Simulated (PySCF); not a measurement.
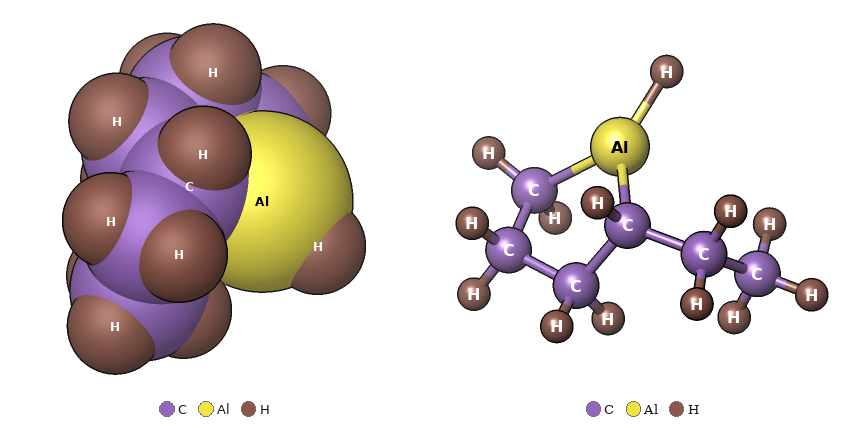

Two views of one molecule.

> Count the atoms of each element.

C6H13Al, 20 atoms: 6 carbon, 13 hydrogen and 1 aluminium.

> Write the SMILES.

CC[C@@H]1CC[CH2][AlH]1

> Give the symmetry (Schoenflies symbol).

C1.

> Count the bonded pairs by element.

12 C–H, 5 C–C, 2 C–Al, 1 Al–H.

More results for the same structure follow; atom numbers are the same in all pictures, views and colours differ. Computed geometry: PBE0-D3(BJ)/def2-SVP optimisation. No frequency run is at hand to confirm it as a minimum.

Shape

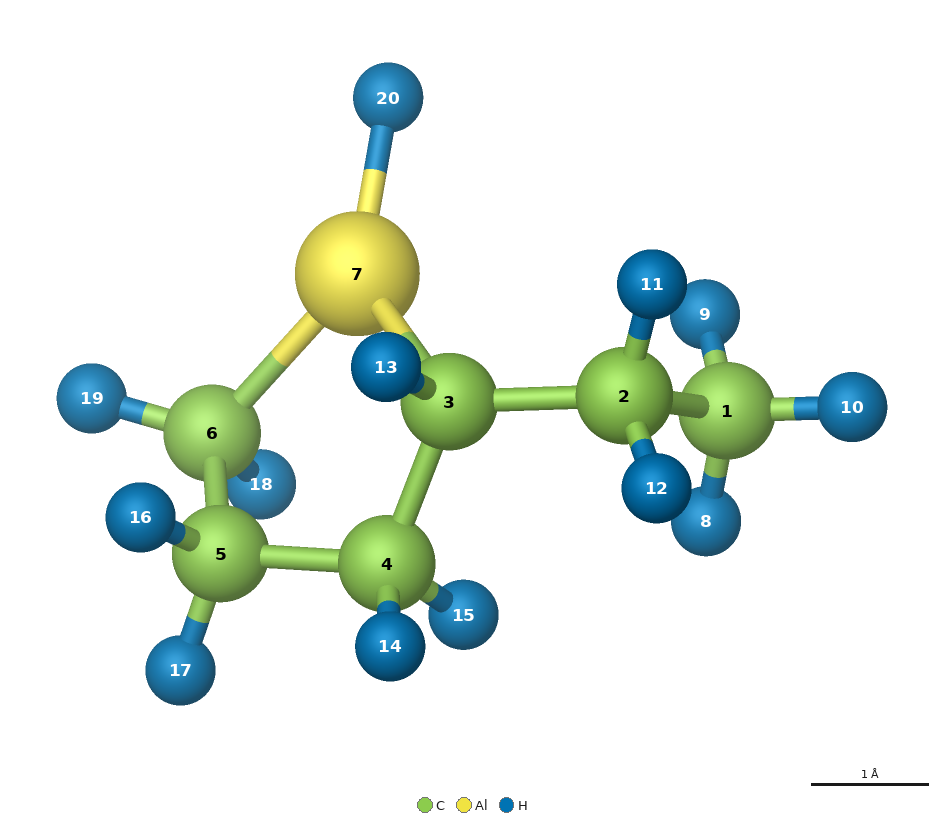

Atoms carry their numbers in the input. No frequency run is at hand to confirm it as a minimum.

List the bonds and their lengths. Leave out bonds to hydrogen.

```tsv
bond	length (Å)
C1–C2	1.523
C2–C3	1.528
C3–C4	1.543
C3–Al7	1.980
C4–C5	1.536
C5–C6	1.541
C6–Al7	1.967
```

Levels of theory compared

No frequency run is at hand to confirm it as a minimum. Program: PySCF 2.14.0.

Compare dipole (D), HOMO energy (eV), HOMO–LUMO gap (eV) at these levels: B3LYP/def2-SVPD; B3LYP/def2-SVPD in acetonitrile (IEF-PCM); B3LYP/def2-SVPD in water (IEF-PCM); PBE0/pcSseg-1 in acetonitrile (IEF-PCM); PBE0/pcSseg-1 in water (IEF-PCM).

```
                                    level  dipole (D)  HOMO energy (eV)  HOMO–LUMO gap (eV)
                          B3LYP/def2-SVPD        0.23             −6.50                5.32
B3LYP/def2-SVPD in acetonitrile (IEF-PCM)        0.17             −6.27                5.55
       B3LYP/def2-SVPD in water (IEF-PCM)        0.17             −6.27                5.56
  PBE0/pcSseg-1 in acetonitrile (IEF-PCM)        0.09             −6.54                5.98
         PBE0/pcSseg-1 in water (IEF-PCM)        0.08             −6.53                5.99
```

Charges

The questions are on IAO charges. No frequency run is at hand to confirm it as a minimum. Method: PBE0/pcSseg-1 in acetonitrile (IEF-PCM) (PySCF 2.14.0).

List the IAO charges.

```tsv
atom	value (e)
C1	−0.41
C2	−0.23
C3	−0.45
C4	−0.25
C5	−0.24
C6	−0.63
Al7	0.89
H8	0.13
H9	0.13
H10	0.14
H11	0.13
H12	0.12
H13	0.13
H14	0.12
H15	0.12
H16	0.12
H17	0.13
H18	0.14
H19	0.14
H20	−0.22
```

Excitation

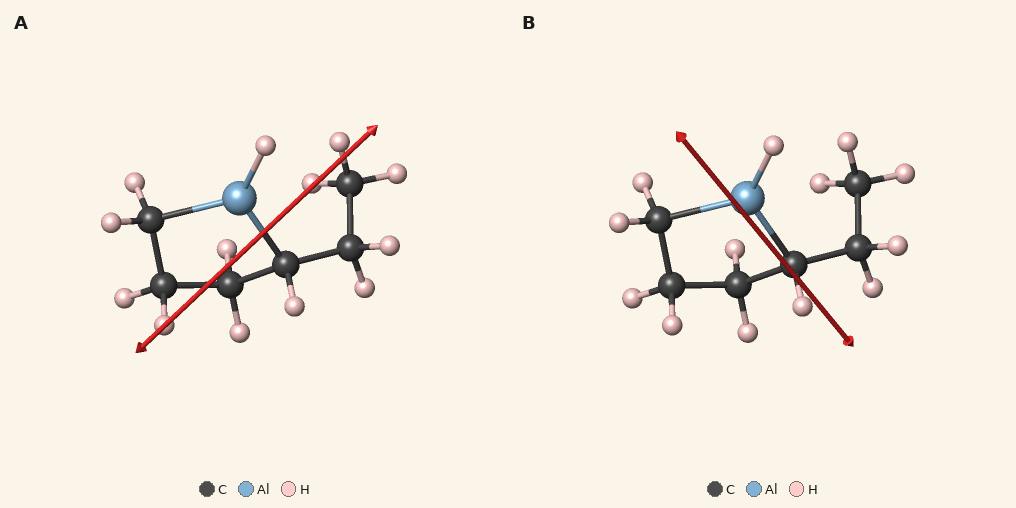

The double arrows show the directions of two transition dipoles from the ground state (lengths mean nothing). No frequency run is at hand to confirm it as a minimum. Level of theory: TDDFT B3LYP/def2-SVPD, vertical, IEF-PCM acetonitrile (non-equilibrium linear response), core orbitals frozen in the response (PySCF 2.14.0).

> One belongs to singlet state 4 and one to singlet state 5. Which is which?

A: state 4, 6.14 eV (202 nm), oscillator strength 0.032, mainly HOMO → LUMO+2 (weight 0.97).
B: state 5, 6.49 eV (191 nm), oscillator strength 0.062, mainly HOMO → LUMO+3 (weight 0.70).
